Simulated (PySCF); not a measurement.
**HNO (nitroxyl) at wB97X-V/STO-6G**

What is the energy change on altering one bond length of HNO (nitroxyl) at wB97X-V/STO-6G? The job is set up through a Python script.

The calculation is run with PySCF 2.14.0.

10 further runs of the same task are left out: 1 that didn't finish, 9 set aside as unsound or not needed.

## Step 1: The structure to begin with

HNO has 3 atoms, charge 0, and is taken as a singlet. SMILES: `N=O`. The coordinates come from a PBE0-D4/def2-TZVP relaxation.

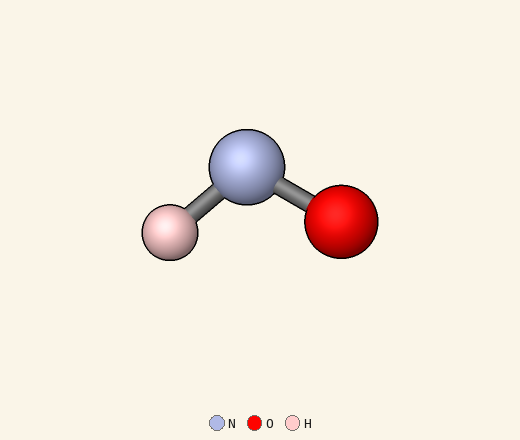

The structure, seen from a chosen angle (nitrogen light blue, oxygen red, hydrogen pink).

## Step 2: The energy at wB97X-V/STO-6G

Input file calc.py:

```python
from pyscf import gto, dft

mol = gto.M(
    atom='''
N   -0.283700   0.312790  -0.117160
O    0.755300   0.397200   0.456500
H   -0.471600  -0.709980  -0.339350
''',
    spin=0,
    charge=0,
    verbose=3,
    basis='sto-6g',
    max_memory=1860,
)

myscf = dft.RKS(mol)
myscf.xc = 'wb97x-v'
myscf.grids.level = 5
myscf.nlcgrids.level = 1
myscf.conv_tol = 1e-10
myscf.kernel()
if not myscf.converged:
    myscf = myscf.newton().run(myscf.mo_coeff, myscf.mo_occ)

e_tot = myscf.e_tot
print('E = %.10f Eh' % e_tot)
```

Run with:

```bash
$ OMP_NUM_THREADS=1 python calc.py
```

What it wrote:

```text
converged SCF energy = -129.913173171502
E = -129.9131731715 Eh
```

Wall time 7.5 s (1 thread of Arm Neoverse V1, shared host); peak memory 0.15 GiB.

## Step 3: The distorted shape, same level

Input file job.py:

```python
from pyscf import gto, dft

system = gto.Mole()
system.atom = 'N -0.058218 1.540123 0.149470; O 0.980782 1.624533 0.723130; H -0.471600 -0.709980 -0.339350'
system.basis = 'sto-6g'
system.verbose = 3
system.max_memory = 1860
system.build()

calc0 = dft.RKS(system)
calc0.xc = 'wb97x-v'
calc0.conv_tol = 1e-10
calc0.nlcgrids.level = 1
calc0.grids.level = 5
calc0.kernel()
if not calc0.converged:
    calc0 = calc0.newton().run(calc0.mo_coeff, calc0.mo_occ)

e_final = calc0.e_tot
print('E(%s) = %.9f' % ('WB97X-V', e_final))
```

Run with:

```bash
$ OMP_NUM_THREADS=1 python job.py
```

What it wrote:

```text
converged SCF energy = -129.754704941976
E(WB97X-V) = -129.754704942
```

Run time: 9.3 s. Hardware: 1 thread of Arm Neoverse V1, shared host; peak memory 0.15 GiB.

## Step 4: What came out

At wB97X-V/STO-6G:

| quantity | value |
| --- | --- |
| first shape: total energy | -129.91317 Eh |
| first shape: dipole moment | 1.32 D |
| first shape: HOMO energy | -6.56 eV |
| first shape: LUMO energy | 3.17 eV |
| first shape: HOMO–LUMO gap | 9.73 eV |
| distorted shape: total energy | -129.75470 Eh |
| distorted shape: dipole moment | 1.24 D |
| distorted shape: HOMO energy | -5.40 eV |
| distorted shape: LUMO energy | 1.58 eV |
| distorted shape: HOMO–LUMO gap | 6.98 eV |
| energy change with the N1–H3 bond stretched from 1.063 to 2.339 Å | 4.312 eV |

**Reading.** With the N1–H3 bond stretched from 1.063 to 2.339 Å the energy rises by 4.31 eV (416 kJ/mol). The first shape isn't relaxed at this level, so the change isn't measured from a minimum. A restricted reference can't describe the breaking bond well at this length. The minimal basis adds a large error of its own. Mulliken charges (distorted shape) run from -0.10 on H3 to +0.09 on N1.
